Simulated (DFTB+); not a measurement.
## CH₃BrClFGeO: energy and gradient calculation

CH₃BrClFGeO, computed with GFN1-xTB, R-SCC, dispersion built in (DFTB+ 25.1).

The geometry: force field.

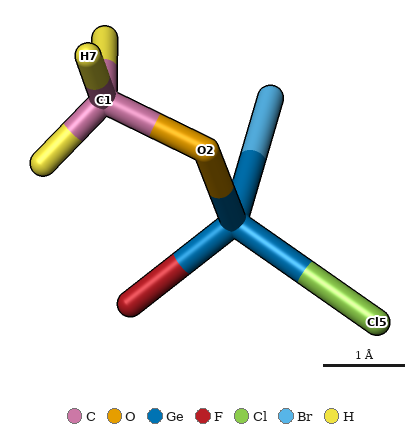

*The structure as given in the input (stick view, seen at a tilt; atoms are numbered from 1 in the order of the input). Sticks mark near contacts.*

## The input (dftb_in.hsd)
```
# GFN1-XTB energy and gradient
Geometry = GenFormat {
  <<< "mol.gen"
}

Hamiltonian = xTB {
  Method = "GFN1-xTB"
  SCCTolerance = 0.01
}

Analysis = {
  PrintForces = Yes
}

Options = {
  WriteResultsTag = Yes
}

ParserOptions = {
  ParserVersion = 14
}
```

## File mol.gen
```
9 C
C O Ge F Cl Br H
   1  1      0.278100     -1.158400      0.814000
   2  2      1.018000     -0.206200      0.083500
   3  3     -0.112700      0.923000     -0.806500
   4  4     -1.217900      0.025200     -1.688200
   5  5      1.083300      2.096600     -2.203500
   6  6     -1.130600      2.364400      0.718100
   7  7      0.926300     -1.797500      1.363700
   8  7     -0.350100     -1.717800      0.110900
   9  7     -0.405700     -0.575600      1.590800
```

Launch command:
```bash
dftb+ > output.log
```

## The program's output
```
|  DFTB+ development version (commit: a23bfb2)

Reading input file 'dftb_in.hsd'
Parser version: 14

--------------------------------------------------------------------------------

Processed input in HSD format written to 'dftb_pin.hsd'

Starting initialization...
--------------------------------------------------------------------------------
OpenMP threads:              1
Chosen random seed:          640195666
Current stacksize:           unlimited
Mode:                        Static calculation
Self consistent charges:     Yes
SCC-tolerance:                 0.100000E-01
Max. scc iterations:                    100
Shell resolved Hubbard:      Yes
Spin polarisation:           No
Nr. of up electrons:            19.000000
Nr. of down electrons:          19.000000
Periodic boundaries:         No
Electronic solver:           Relatively robust
Mixer:                       Broyden mixer
Mixing parameter:                  0.200000
Nr. of chrg. vec. in memory:            100
Max. SCC-cycles:                        100
tblite library version:      0.3.0
-> parametrization:          GFN1-xTB
-> repulsion:                Yes
-> dispersion:               Yes
-> halogen bonding:          Yes
-> electrostatics:           Yes
   -> isotropic:             Yes
   -> anisotropic:           No
   -> third-order:           Yes
Electronic temperature:              0.950045E-03 H      0.258520E-01 eV
Initial charges:             Set automatically (system chrg:   0.000E+00)
Included shells:             C:  s, p
                             O:  s, p
                            Ge:  s, p, d
                             F:  s, p
                            Cl:  s, p, d
                            Br:  s, p, d
                             H:  s, s2
Extra options:
                             Mulliken analysis
                             Force calculation
Force type                   original

--------------------------------------------------------------------------------

***  Geometry step: 0

 iSCC Total electronic   Diff electronic      SCC error
    1   -0.22592572E+02    0.00000000E+00    0.13627685E+01
    2   -0.23461622E+02   -0.22592572E+02    0.89781468E+00
    3   -0.23520551E+02   -0.86905006E+00    0.58837569E+00
    4   -0.23496042E+02   -0.58928176E-01    0.43336877E+00
    5   -0.23319511E+02    0.24508360E-01    0.41334656E+00
    6   -0.23507597E+02    0.17653136E+00    0.23313545E+00
    7   -0.23558153E+02   -0.18808586E+00    0.74851345E-01
    8   -0.23563398E+02   -0.50555800E-01    0.23449064E-01
    9   -0.23563636E+02   -0.52459283E-02    0.14393761E-01
   10   -0.23563778E+02   -0.23757394E-03    0.57699887E-02

Total Energy:                      -23.4951358112 H         -639.3352 eV
Extrapolated to 0K:                -23.4951358112 H         -639.3352 eV
Total Mermin free energy:          -23.4951358112 H         -639.3352 eV
Force related energy:              -23.4951358112 H         -639.3352 eV

--------------------------------------------------------------------------------
--------------------------------------------------------------------------------
SCC                                    +       0.01 ( 59.5%)       0.02 ( 70.4%)
--------------------------------------------------------------------------------
Missing                                +       0.01 ( 40.5%)       0.01 ( 29.6%)
Total                                  =       0.02 (100.0%)       0.03 (100.0%)
--------------------------------------------------------------------------------
```

## File detailed.out
```
Fermi distribution function

Calculation with static geometry

********************************************************************************
 iSCC Total electronic   Diff electronic      SCC error
   10   -0.23563778E+02   -0.23757394E-03    0.57699887E-02
********************************************************************************

 Total charge:    -0.00000000

 Atomic gross charges (e)
 Atom           Charge
    1       0.18497015
    2      -0.48754038
    3       0.66906966
    4      -0.30808315
    5      -0.07412855
    6      -0.04123855
    7       0.02765977
    8       0.02852407
    9       0.00076697

Nr. of electrons (up):     38.00000000
Atom populations (up)
 Atom       Population
    1       3.81502985
    2       6.48754038
    3       3.33093034
    4       7.30808315
    5       7.07412855
    6       7.04123855
    7       0.97234023
    8       0.97147593
    9       0.99923303

l-shell populations (up)
 Atom Sh.   l       Population
    1   1   0       0.98343285
    1   2   1       2.83159700
    2   1   0       1.71213431
    2   2   1       4.77540607
    3   1   0       1.17765958
    3   2   1       1.34046912
    3   3   2       0.81280164
    4   1   0       1.82367867
    4   2   1       5.48440447
    5   1   0       1.93654042
    5   2   1       5.14753290
    5   3   2      -0.00994477
    6   1   0       1.95069031
    6   2   1       5.10588094
    6   3   2      -0.01533270
    7   1   0       0.94916618
    7   2   0       0.02317405
    8   1   0       0.95085891
    8   2   0       0.02061702
    9   1   0       0.98001402
    9   2   0       0.01921901

Orbital populations (up)
 Atom Sh.   l   m       Population  Label
    1   1   0   0       0.98343285  s
    1   2   1  -1       0.91383049  p_y
    1   2   1   0       0.95132223  p_z
    1   2   1   1       0.96644428  p_x
    2   1   0   0       1.71213431  s
    2   2   1  -1       1.51205769  p_y
    2   2   1   0       1.65596628  p_z
    2   2   1   1       1.60738210  p_x
    3   1   0   0       1.17765958  s
    3   2   1  -1       0.44746730  p_y
    3   2   1   0       0.45236106  p_z
    3   2   1   1       0.44064076  p_x
    3   3   2  -2       0.22576800  d_xy
    3   3   2  -1       0.14951829  d_yz
    3   3   2   0       0.10344649  d_z2
    3   3   2   1       0.18253741  d_xz
    3   3   2   2       0.15153145  d_x2-y2
    4   1   0   0       1.82367867  s
    4   2   1  -1       1.83500773  p_y
    4   2   1   0       1.84027392  p_z
    4   2   1   1       1.80912282  p_x
    5   1   0   0       1.93654042  s
    5   2   1  -1       1.73887703  p_y
    5   2   1   0       1.68276975  p_z
    5   2   1   1       1.72588612  p_x
    5   3   2  -2      -0.00165055  d_xy
    5   3   2  -1      -0.00270717  d_yz
    5   3   2   0      -0.00241617  d_z2
    5   3   2   1      -0.00136233  d_xz
    5   3   2   2      -0.00180856  d_x2-y2
    6   1   0   0       1.95069031  s
    6   2   1  -1       1.67798236  p_y
    6   2   1   0       1.65828964  p_z
    6   2   1   1       1.76960894  p_x
    6   3   2  -2      -0.00318216  d_xy
    6   3   2  -1      -0.00276826  d_yz
    6   3   2   0      -0.00424591  d_z2
    6   3   2   1      -0.00255620  d_xz
    6   3   2   2      -0.00258017  d_x2-y2
    7   1   0   0       0.94916618  s
    7   2   0   0       0.02317405  s2
    8   1   0   0       0.95085891  s
    8   2   0   0       0.02061702  s2
    9   1   0   0       0.98001402  s
    9   2   0   0       0.01921901  s2

Fermi level:                        -0.3635875300 H           -9.8937 eV
Band energy:                       -22.1081727585 H         -601.5940 eV
TS:                                  0.0000000000 H            0.0000 eV
Band free energy (E-TS):           -22.1081727585 H         -601.5940 eV
Extrapolated E(0K):                -22.1081727585 H         -601.5940 eV
Input / Output electrons (q):     38.0000000000     38.0000000000

Energy H0:                         -23.6382502960 H         -643.2295 eV
Energy SCC:                          0.0744718627 H            2.0265 eV
Total Electronic energy:           -23.5637784333 H         -641.2030 eV
Repulsive energy:                    0.0724280070 H            1.9709 eV
Halogen correction energy:          -0.0000000001 H           -0.0000 eV
Total energy:                      -23.4951358112 H         -639.3352 eV
Extrapolated to 0:                 -23.4951358112 H         -639.3352 eV
Total Mermin free energy:          -23.4951358112 H         -639.3352 eV
Force related energy:              -23.4951358112 H         -639.3352 eV

Non-constrained calculation

SCC converged

Total Forces
    1     -0.035137864173      0.033248233981      0.013583394265
    2     -0.013950110133      0.016279995507     -0.013045987112
    3      0.036003301130      0.016865861430     -0.001488434763
    4     -0.003059311643     -0.000148541344      0.001418326677
    5     -0.015287455128     -0.015127642919      0.015923659570
    6      0.002311282798     -0.009040585100     -0.008545862894
    7      0.013219137637     -0.010872656132      0.007175753627
    8     -0.002694776837     -0.004927117499      0.008582668538
    9      0.018595796350     -0.026277547924     -0.023603517910

Maximal derivative component:        0.360033E-01 au

Dipole moment:   -0.45948718   -0.57093989    0.46836283 au
Dipole moment:   -1.16790002   -1.45118458    1.19045966 Debye
```

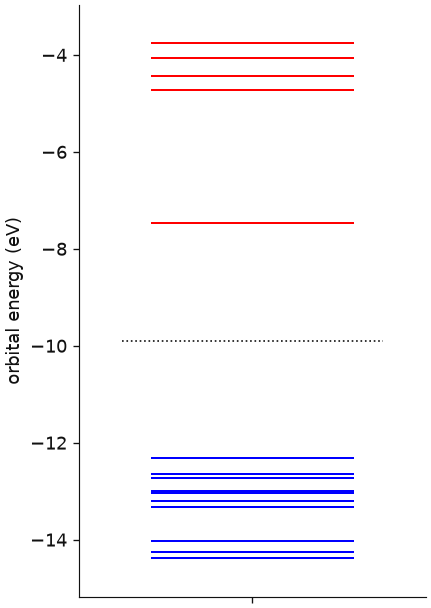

*Orbital energies near the frontier; the dotted line parts filled from empty levels, and levels within 0.02 eV of each other stand side by side.*

Highest filled −12.31 eV, lowest empty −7.48 eV, 4.83 eV apart.

## Key numbers

- outcome: converged
- Mermin free energy: −23.495136 hartree
- basis functions: 45
- largest force: 2.584 eV/Å
- HOMO: −12.31 eV
- LUMO: −7.48 eV
- dipole moment: 2.21 D
- hardware: 1 thread of AMD EPYC (Zen 3), 32 GiB of memory available, shared host
- peak memory: 0.071 GiB

## Notes

Settings chosen away from the usual ones: scf_conv. These settings are looser than, or depart from, a standard set-up, so the numbers are not reference values for this system.
